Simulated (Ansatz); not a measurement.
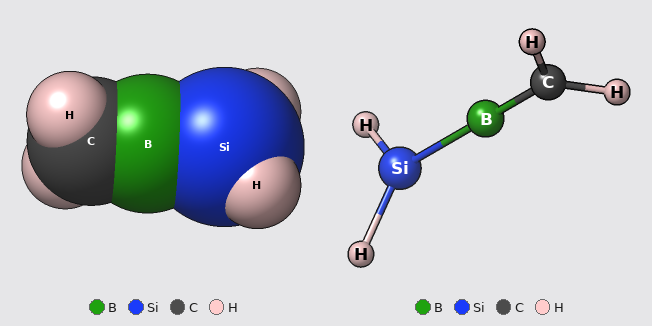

Two views of one molecule.

Charge 0, doublet.

Question: Give the formula.

Answer: CH4BSi, 7 atoms: 1 carbon, 4 hydrogen, 1 boron and 1 silicon.

Question: What is the point group of this geometry?

Answer: C2v.

Question: Count the bonded pairs by element.

Answer: 2 Si–H, 2 C–H, 1 B–Si, 1 C–B. Sticks follow a distance rule.

Question: How many atoms are distinct by symmetry?

Answer: 5: 1 B, 1 Si, 1 C, 2 H, 2 H.

The parts below concern this one geometry. Atoms keep their numbers from picture to picture. The computed structure is the end point of a PBE0-D4/def2-TZVP optimisation. No frequency run is at hand to confirm it as a minimum.

Shape

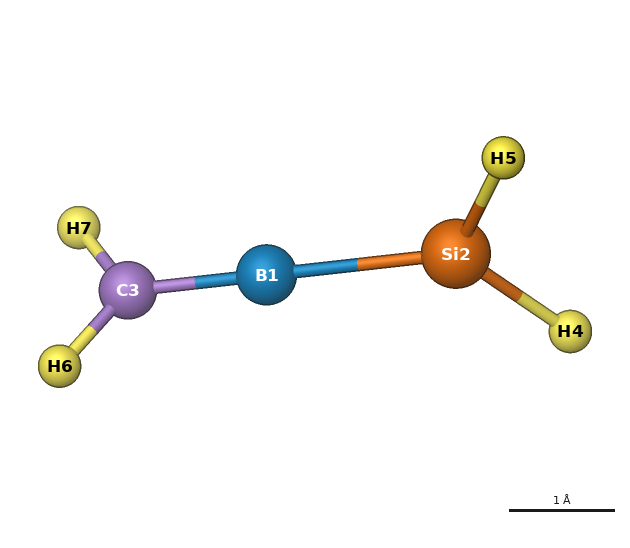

Numbered structure. No frequency run is at hand to confirm it as a minimum.

List the bonds and their lengths.

```
  bond  length (Å)
B1–Si2       1.894
 B1–C3       1.387
Si2–H4       1.478
Si2–H5       1.478
 C3–H6       1.087
 C3–H7       1.087
```

Dipole moment

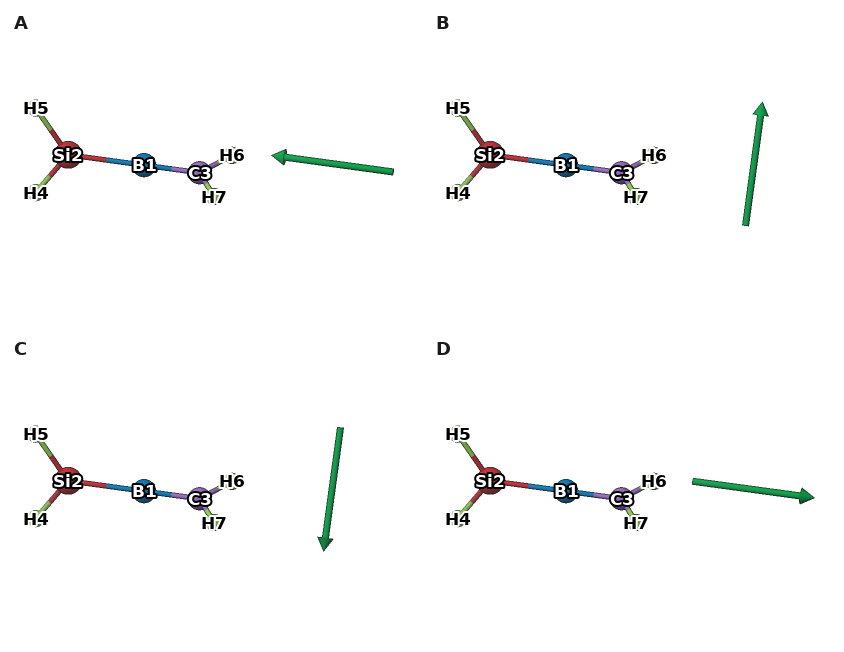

The same molecule four times, each with an arrow. No frequency run is at hand to confirm it as a minimum. Method: UKS PBE0-D4/def2-TZVP (Ansatz 0.2.0).

Question: Which arrow points along the dipole moment, from the negative to the positive end?

Answer: A. The dipole moment is 1.31 D; it points from the side of H6, H7 to the side of H4, H5 (the outermost atoms at the two ends).

Charges

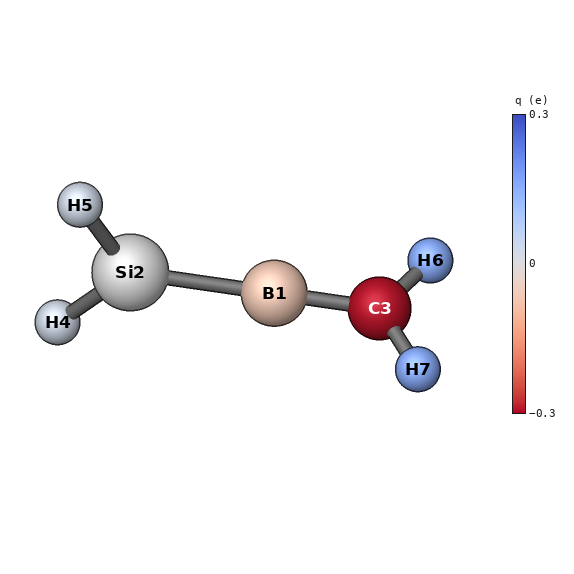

Atoms are coloured by their Mulliken charges. No frequency run is at hand to confirm it as a minimum. Level of theory: UKS PBE0-D4/def2-TZVP (Ansatz 0.2.0).

List the Mulliken charges.

```
atom  value (e)
  B1      −0.06
 Si2       0.00
  C3      −0.29
  H4       0.03
  H5       0.03
  H6       0.15
  H7       0.15
```

Electronic properties

No frequency run is at hand to confirm it as a minimum. Level of theory: UHF-CCSD(T), frozen core/def2-TZVPP (Ansatz 0.2.0).

What does the calculation give?

- ⟨S²⟩ of the determinant: 0.810
- T1 diagnostic: 0.025

Mulliken values depend strongly on the basis set and can even reverse the polarity of a bond.
